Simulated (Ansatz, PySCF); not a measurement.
Bond stretch in PH (cation, charge +1), lowest doublet found (which spin is the ground state isn't settled by this scan).

Methods: UCCSDT = CCSDT on UHF/aug-cc-pVTZ, frozen core in Ansatz (a quantum-chemistry and plane-wave program); UCCSD = Ansatz with CCSD on UHF/aug-cc-pVTZ, frozen core; UKS-B3LYP/LANL2DZ = unrestricted B3LYP/LANL2DZ, with its core potentials past Ne in PySCF.

Energies are in eV, each relative to the lowest point of its own curve between 1.19 and 1.74 Å, where full CI is lowest.

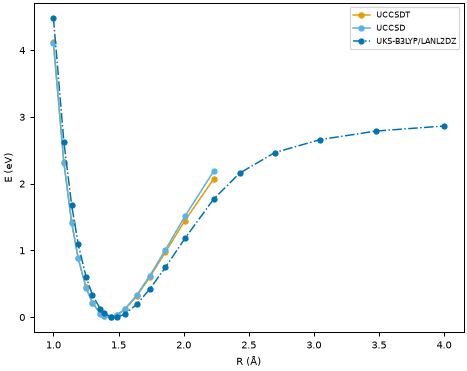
Energy against bond length for each method.

```tsv
R / Å	UCCSDT	UCCSD	UKS-B3LYP/LANL2DZ
1.00	4.117	4.106	4.483
1.08	2.326	2.315	2.629
1.14	1.424	1.414	1.677
1.19	0.890	0.880	1.099
1.25	0.450	0.442	0.607
1.30	0.216	0.210	0.330
1.36	0.057	0.053	0.122
1.39	0.018	0.015	0.060
1.44	0.000	0.000	0.005
1.49	0.031	0.034	0.000
1.55	0.117	0.124	0.046
1.64	0.317	0.330	0.191
1.74	0.599	0.620	0.421
1.86	0.974	1.009	0.746
2.01	1.447	1.512	1.180
2.23	2.069	2.183	1.768
2.43	—	—	2.157
2.70	—	—	2.466
3.05	—	—	2.661
3.48	—	—	2.789
4.00	—	—	2.865
```

A dash means that the run gave no value there, or that the column was ended at a point which the program doubted or which failed a test of continuity chosen for this set; such a test can also cut sound points.

The scan ran from 1.00 to 4.68 Å; beyond the distances shown full CI changes its symmetry label. The unrestricted determinant behind UCCSDT, UCCSD is spin-contaminated at 1.00, 1.86 to 4.00 Å (<S²> up to 1.8, against 0.75 for a pure doublet). The unrestricted determinant behind UKS-B3LYP/LANL2DZ is spin-contaminated at 2.23 to 4.00 Å (<S²> up to 1.8, against 0.75 for a pure doublet).
